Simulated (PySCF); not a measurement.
## NMR shielding calculation, with input and output: Si2PNH8

Si2PNH8, SMILES N[SiH2]P[SiH3], computed with GIAO BHandHLYP/pcSseg-1 NMR shielding, non-relativistic, IEF-PCM chloroform (PySCF 2.14.0).

The geometry comes from this level: GFN2-xTB. It belongs to a series of runs on one base structure; here: solvent chloroform; BHandHLYP/pcSseg-1. Figures and captions count atoms from 1; the log counts them from 0 in places.

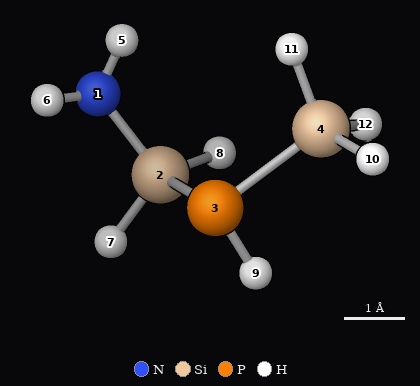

*The input geometry (ball-and-stick view, seen at a tilt; atoms are numbered from 1 in the order of the input).*

Bond lengths as drawn: H–N 1.01 Å, H–P 1.38 Å, H–Si 1.46 to 1.47 Å, N–Si 1.72 Å and P–Si 2.22 to 2.25 Å.

**Summary**

| quantity | value |
| --- | --- |
| outcome | converged |
| total energy | −979.845881 hartree |
| HOMO | −7.96 eV |
| LUMO | 1.09 eV |
| dipole moment | 0.82 D |
| isotropic shielding, N | 260.5 ppm |
| isotropic shielding, Si | 382.1 to 431.9 ppm |
| isotropic shielding, P | 627.4 ppm |
| isotropic shielding, H | 26.9 to 31.8 ppm |
| hardware | 1 CPU thread, shared host |
| wall time | 13 s |
| peak memory | 0.72 GiB |

Settings chosen away from the usual ones: solvent chloroform; BHandHLYP/pcSseg-1.

**The input**
```
{"job": {"kind": "nmr", "xc": "BHandHLYP", "basis": "pcSseg-1", "solvent": "chloroform", "pop": false}, "charge": 0, "multiplicity": 1}
N      2.195899     0.468478     0.709549
Si     1.198795    -0.745146    -0.002553
P     -0.483522     0.116336    -1.227728
Si    -2.056798     0.475990     0.302603
H      1.798068     1.051976     1.429077
H      2.752479     1.039155     0.092364
H      2.053676    -1.490575    -0.923951
H      0.724634    -1.559315     1.119435
H     -0.976587    -1.102817    -1.643019
H     -3.313879     0.695917    -0.410784
H     -1.663272     1.677463     1.040888
H     -2.228295    -0.628148     1.252812
```

The first line tells a small driver script what to run in PySCF; the rest is the geometry in Å.

Launched with:
```bash
OMP_NUM_THREADS=1 python <driver script> task.json out
```

**The program's output**
```
coarse grid: 10896 points
cycle   1  E = -979.8010614837  dE =  2.806e-02  |g| = 3.663e-01  |ddm| = 2.998e+00
cycle   2  E = -979.8120520895  dE = -1.099e-02  |g| = 3.320e-01  |ddm| = 5.920e-01
cycle   3  E = -979.8347435384  dE = -2.269e-02  |g| = 4.028e-02  |ddm| = 2.732e-01
cycle   4  E = -979.8351342968  dE = -3.908e-04  |g| = 1.220e-02  |ddm| = 5.361e-02
cycle   5  E = -979.8351738140  dE = -3.952e-05  |g| = 2.274e-03  |ddm| = 1.955e-02
cycle   6  E = -979.8351751988  dE = -1.385e-06  |g| = 3.257e-04  |ddm| = 3.960e-03
final grid: 89752 points
cycle   7  E = -979.8458803895  dE = -4.250e-06  |g| = 2.172e-03  |ddm| = 8.789e-03
cycle   8  E = -979.8458805229  dE = -1.334e-07  |g| = 2.064e-03  |ddm| = 3.620e-03
cycle   9  E = -979.8458813611  dE = -8.382e-07  |g| = 1.985e-04  |ddm| = 1.512e-03
cycle  10  E = -979.8458813699  dE = -8.823e-09  |g| = 4.502e-05  |ddm| = 2.719e-04
cycle  11  E = -979.8458813708  dE = -8.433e-10  |g| = 8.647e-06  |ddm| = 1.039e-04
```

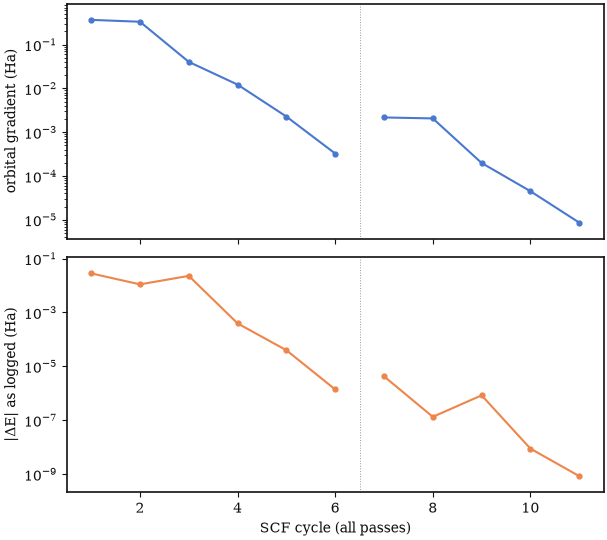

*Convergence of the self-consistent field: orbital gradient and size of the energy change against the SCF cycle. The dotted line marks the change from a coarse to the final integration grid.*

The first 6 cycles use a coarse grid, the final grid takes over at cycle 7, and the field converges after 11 cycles in all.

```
converged SCF energy = -979.8458813708

GIAO shielding tensors (ppm)
atom      isotropic    diamagn.    paramagn.     s11        s22        s33       span
  0 N      260.497     319.317     -58.820    237.303    255.268    288.920     51.617
  1 Si     382.133     878.526    -496.393    330.377    395.715    420.305     89.927
  2 P      627.372     970.599    -343.227    557.610    599.858    724.649    167.039
  3 Si     431.872     879.324    -447.452    389.550    440.250    465.816     76.265
  4 H       31.378      32.376      -0.998     23.773     28.223     42.138     18.365
  5 H       31.411      30.609       0.802     24.106     27.066     43.062     18.956
  6 H       26.965      29.568      -2.603     22.741     25.803     32.352      9.611
  7 H       26.914      30.339      -3.425     22.621     26.370     31.752      9.132
  8 H       31.827      32.463      -0.635     26.079     27.996     41.408     15.329
  9 H       27.927      29.344      -1.416     24.098     25.650     34.033      9.935
 10 H       28.115      30.340      -2.225     24.680     26.196     33.469      8.789
 11 H       27.899      29.933      -2.034     24.229     26.058     33.409      9.180
```

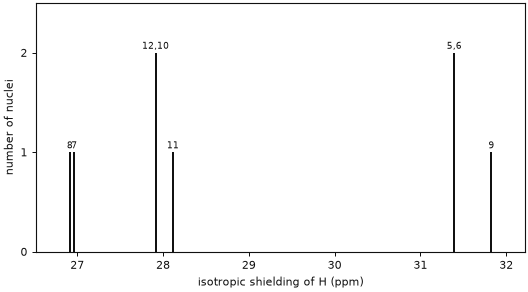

*Isotropic shieldings of the hydrogen nuclei in this fixed geometry, labelled by atom number; shielding grows to the right, so chemical shift grows to the left.*

The least shielded is H8 (26.9 ppm), the most shielded H9 (31.8 ppm).
